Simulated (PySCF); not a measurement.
```xyz
21

C    -2.6211    0.8429    0.8902
C    -2.1249    0.7366   -0.5472
C    -0.7144    0.2684   -0.6952
C     0.1174   -0.0509    0.3056
C     1.4540   -0.4841   -0.0931
N     2.4178   -0.8461    0.8520
C     2.3301   -0.8678    2.2046
O     1.3830   -0.5760    2.8866
C     1.7110   -0.5169   -1.4152
Si    0.1844    0.0330   -2.3496
H    -2.5743   -0.1249    1.3833
H    -2.0139    1.5474    1.4533
H    -3.6529    1.1880    0.9044
H    -2.7720    0.0518   -1.1055
H    -2.2133    1.7129   -1.0356
H    -0.1245   -0.0113    1.3535
H     3.3001   -1.1275    0.4452
H     3.2894   -1.2061    2.6470
H     2.6672   -0.8229   -1.8062
H     0.3577    1.2824   -3.0929
H    -0.4097   -1.0120   -3.1856
```

Geometry: GFN2-xTB.

These are results of PBE0/pcSseg-1, SCF density, gas phase, non-relativistic (PySCF), not measurements.

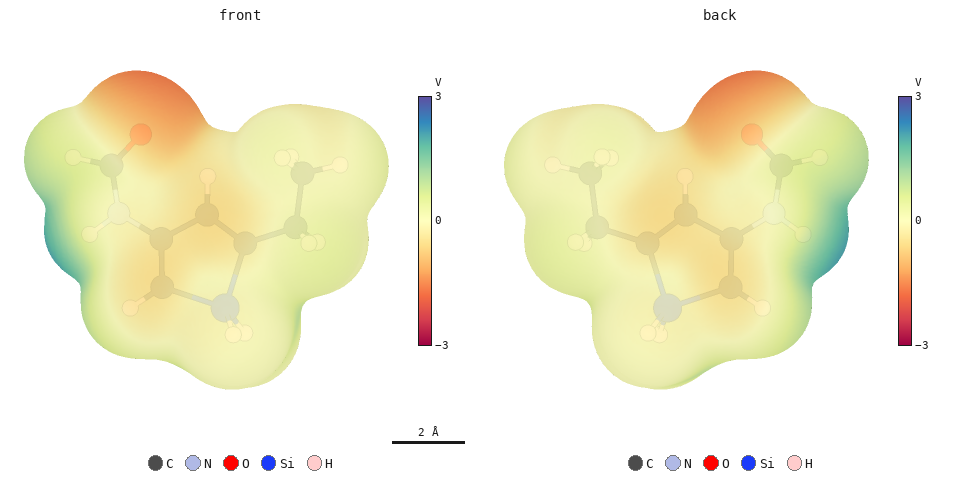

C7H11NOSi (SMILES CCC1=CC(NC=O)=C[SiH2]1). The molecular electrostatic potential painted on the density surface at 0.001 e/bohr³, seen from the front and from behind; red is negative and blue positive.

> Where is the surface potential most negative and most positive?

The most negative region (about −1.6 V, or −37 kcal/mol for a unit charge) lies over O8, the most positive (about +2.0 V, or +46 kcal/mol for a unit charge) over H17. O8 is the likeliest acceptor of a hydrogen bond.

> How polar is the molecule by this calculation?

Its dipole moment is 2.66 D.
